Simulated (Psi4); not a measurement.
**Run report: SnH$_{3}$O, property calculation (part 2 of 2)**

The same run, continued: SnH$_{3}$O, multiplicity 2, SMILES [OH][SnH2]; TPSS/def2-QZVP, UKS, core potentials def2 (Psi4 1.11). The geometry comes from this level: PBE0-D4/def2-TZVP.

Log, continued
```
      17A     -0.145431    18A     -0.038556    19A      0.004468
      20A      0.025121    21A      0.040967    22A      0.053241
      23A      0.062390    24A      0.078688    25A      0.101972
      26A      0.124857    27A      0.134542    28A      0.164339
      29A      0.203714    30A      0.222916    31A      0.231935
      32A      0.259382    33A      0.285568    34A      0.326548
      35A      0.335994    36A      0.373486    37A      0.379509
      38A      0.392192    39A      0.398755    40A      0.400326
      41A      0.445885    42A      0.478955    43A      0.499665
      44A      0.514474    45A      0.526563    46A      0.550259
      47A      0.561660    48A      0.573416    49A      0.590440
      50A      0.598535    51A      0.653142    52A      0.669729
      53A      0.699479    54A      0.776925    55A      0.783351
      56A      0.807289    57A      0.818175    58A      0.842920
      59A      0.886116    60A      0.968257    61A      1.018592
      62A      1.043443    63A      1.089402    64A      1.118586
      65A      1.138488    66A      1.149104    67A      1.152570
      68A      1.172572    69A      1.187345    70A      1.230649
      71A      1.240632    72A      1.279571    73A      1.290358
      74A      1.306253    75A      1.316923    76A      1.371272
      77A      1.400303    78A      1.438992    79A      1.465899
      80A      1.495493    81A      1.524295    82A      1.553504
      83A      1.601894    84A      1.615496    85A      1.632790
      86A      1.661776    87A      1.698090    88A      1.727946
      89A      1.729212    90A      1.750879    91A      1.829552
      92A      1.880000    93A      1.918121    94A      1.955617
      95A      1.977267    96A      2.032125    97A      2.083254
      98A      2.122866    99A      2.138155   100A      2.173424
     101A      2.213042   102A      2.230909   103A      2.246036
     104A      2.294799   105A      2.369860   106A      2.394405
     107A      2.404825   108A      2.519706   109A      2.526079
     110A      2.566013   111A      2.590365   112A      2.599733
     113A      2.633443   114A      2.640393   115A      2.656063
     116A      2.690305   117A      2.735544   118A      2.758743
     119A      2.815533   120A      2.855669   121A      2.979652
     122A      3.046551   123A      3.083140   124A      3.112092
     125A      3.161236   126A      3.212541   127A      3.308314
     128A      3.357095   129A      3.390373   130A      3.461034
     131A      3.567636   132A      3.674163   133A      3.724329
     134A      3.852328   135A      3.896202   136A      4.082975
     137A      4.185190   138A      4.296887   139A      4.348314
     140A      4.402218   141A      4.566427   142A      4.628532
     143A      5.168510   144A      5.455106   145A      5.716188
     146A      5.784366   147A      5.840834   148A      5.853148
     149A      5.885931   150A      5.907079   151A      5.925829
     152A      5.931643   153A      5.975345   154A      6.022050
     155A      6.058344   156A      6.110155   157A      6.139034
     158A      6.250977   159A      6.317876   160A      6.329492
     161A      6.358030   162A      6.450800   163A      6.468116
     164A      6.606639   165A      6.657621   166A      7.262402
     167A      7.282245   168A      7.366005   169A      7.470899
     170A      7.801089   171A      7.906775   172A      7.942509
     173A      7.951632   174A      7.961086   175A      7.975019
     176A      8.025068   177A      8.035743   178A      8.210040
     179A      8.240254   180A      8.252249   181A      8.300570
     182A      8.386445   183A      8.533782   184A      8.544943
     185A      8.659334   186A      8.673252   187A      8.700179
     188A      8.712290   189A      8.747841   190A      8.814180
     191A      8.913760   192A      8.964481   193A      9.050786
     194A      9.066002   195A      9.128481   196A      9.130440
     197A      9.172318   198A      9.209234   199A      9.271372
     200A      9.300495   201A      9.356107   202A      9.444215
     203A      9.655543   204A     10.277564   205A     10.287989
     206A     10.474038   207A     10.871786   208A     10.952087
     209A     11.132692   210A     11.161521   211A     11.299373
     212A     11.304502   213A     11.485621   214A     11.764435
     215A     11.913394   216A     12.062172   217A     12.254575
     218A     12.351822   219A     12.417102   220A     13.853334
     221A     13.926580   222A     13.986645   223A     16.777445
     224A     34.529702   225A     34.610724   226A     34.641394
     227A     47.768912   228A     72.512418   229A    254.810896

    Final Occupation by Irrep:
              A
    DOCC [    16 ]
    SOCC [     1 ]
    NA   [    17 ]
    NB   [    16 ]

  @DF-UKS Final Energy:  -291.26307038755158

   => Energetics <=

    Nuclear Repulsion Energy =             73.0235383953329062
    One-Electron Energy =                -627.3637752747406466
    Two-Electron Energy =                 290.7483447193869779
    DFT Exchange-Correlation Energy =     -27.6711782275308344
    Empirical Dispersion Energy =           0.0000000000000000
    VV10 Nonlocal Energy =                  0.0000000000000000
    Total Energy =                       -291.2630703875515792

  UHF NO Occupations:
  HONO-2 :   15  A 1.9997104
  HONO-1 :   16  A 1.9993989
  HONO-0 :   17  A 1.0000000
  LUNO+0 :   18  A 0.0006011
  LUNO+1 :   19  A 0.0002896
  LUNO+2 :   20  A 0.0001512
  LUNO+3 :   21  A 0.0000896

Computation Completed

Properties will be evaluated at   0.000000,   0.000000,   0.000000 [a0]

Properties computed using the SCF density matrix

 Multipole Moments:

 ------------------------------------------------------------------------------------
     Multipole            Electronic (a.u.)      Nuclear  (a.u.)        Total (a.u.)
 ------------------------------------------------------------------------------------

 L = 1.  Multiply by 2.5417464519 to convert [e a0] to [Debye]
 Dipole X            :         -3.5037434            3.2399778           -0.2637657
 Dipole Y            :          8.8607061           -9.0966471           -0.2359410
 Dipole Z            :        -15.6826087           15.1996945           -0.4829142
 Magnitude           :                                                    0.5987041

 ------------------------------------------------------------------------------------

	total time  =        165 seconds =       2.75 minutes

Properties will be evaluated at   0.000000,   0.000000,   0.000000 [a0]
OEProp: No title given, name of density matrix used for the following properties is 'SCF alpha density'

 Multipole Moments:

 ------------------------------------------------------------------------------------
     Multipole            Electronic (a.u.)      Nuclear  (a.u.)        Total (a.u.)
 ------------------------------------------------------------------------------------

 L = 1.  Multiply by 2.5417464519 to convert [e a0] to [Debye]
 Dipole X            :         -3.5037434            3.2399778           -0.2637657
 Dipole Y            :          8.8607061           -9.0966471           -0.2359410
 Dipole Z            :        -15.6826087           15.1996945           -0.4829142
 Magnitude           :                                                    0.5987041

 L = 2.  Multiply by 1.3450342976 to convert [e a0^2] to [Debye ang]
 Quadrupole XX       :        -45.6172920           20.3832127          -25.2340792
 Quadrupole XY       :         13.9462130          -13.3993727            0.5468403
 Quadrupole XZ       :        -26.8269360           25.6104736           -1.2164624
 Quadrupole YY       :        -69.5645851           47.8533762          -21.7112090
 Quadrupole YZ       :         44.1447554          -44.9433242           -0.7985688
 Quadrupole ZZ       :        -89.7558057           64.3610887          -25.3947170
 Traceless XX        :         22.6952690          -23.8160131           -1.1207442
 Traceless YY        :         -1.2520242            3.6541503            2.4021261
 Traceless ZZ        :        -21.4432448           20.1618629           -1.2813819

 ------------------------------------------------------------------------------------
  Mulliken Charges: (a.u.)
   Center  Symbol    Alpha    Beta     Spin     Total
       1     O     4.34112  4.23854  0.10258 -0.57967
       2    SN    10.98858 10.31288  0.67570  0.69854
       3     H     0.39566  0.39748 -0.00182  0.20686
       4     H     0.64378  0.52367  0.12010 -0.16745
       5     H     0.63086  0.52742  0.10344 -0.15828

   Total alpha = 17.00000, Total beta = 16.00000, Total charge = -0.00000

  Lowdin Charges: (a.u.)
   Center  Symbol    Alpha    Beta     Spin     Total
       1     O     3.85739  3.76181  0.09558  0.38080
       2    SN    11.19667 10.44909  0.74758  0.35425
       3     H     0.72441  0.70997  0.01444 -0.43438
       4     H     0.61462  0.53934  0.07529 -0.15396
       5     H     0.60691  0.53980  0.06711 -0.14671

  Total alpha = 17.00000, Total beta = 16.00000, Total charge = -0.00000

    Psi4 run time: 0:02:45.03
```

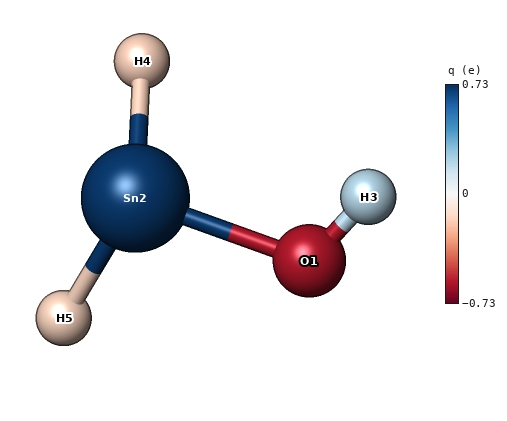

Fig. 1: Mulliken charges, as the colour of each atom (ball-and-stick view, seen at a tilt; atoms are numbered from 1 in the order of the input). By element: O −0.58, Sn +0.70 and H −0.17 to +0.21 e.

The run was set up as follows.

The input (calc.in)
```
memory 1600 mb

molecule system {
  0 2
  O      1.33679226    -1.38498028     1.62875495
  Sn     0.19747638     0.58354743    -1.33320178
  H      0.69655305    -3.08271023     1.65010885
  H     -3.03641194     0.11584021    -1.59851933
  H      0.90007655     3.62903005    -0.42499941
  units au
  symmetry c1
}

set {
  basis def2-QZVP
  reference uks
  puream true
  scf_type df
  dft_radial_points 99
  dft_spherical_points 590
  maxiter 100
}

E, wfn = energy('tpss', return_wfn=True)
oeprop(wfn, 'DIPOLE', 'QUADRUPOLE', 'MULLIKEN_CHARGES', 'LOWDIN_CHARGES')
```

Run as:
```bash
psi4 calc.in calc.out -n 1
```

Key numbers

| quantity | value |
| --- | --- |
| outcome | converged |
| total energy | −291.263070 hartree |
| basis functions | 229 |
| ⟨S²⟩ | 0.752 |
| dipole moment | 1.52 D |
| hardware | 1 thread of Intel Xeon (Sapphire Rapids), 64 GiB of memory available, shared host |
| wall time | 2.8 min |
| peak memory | 1.2 GiB |
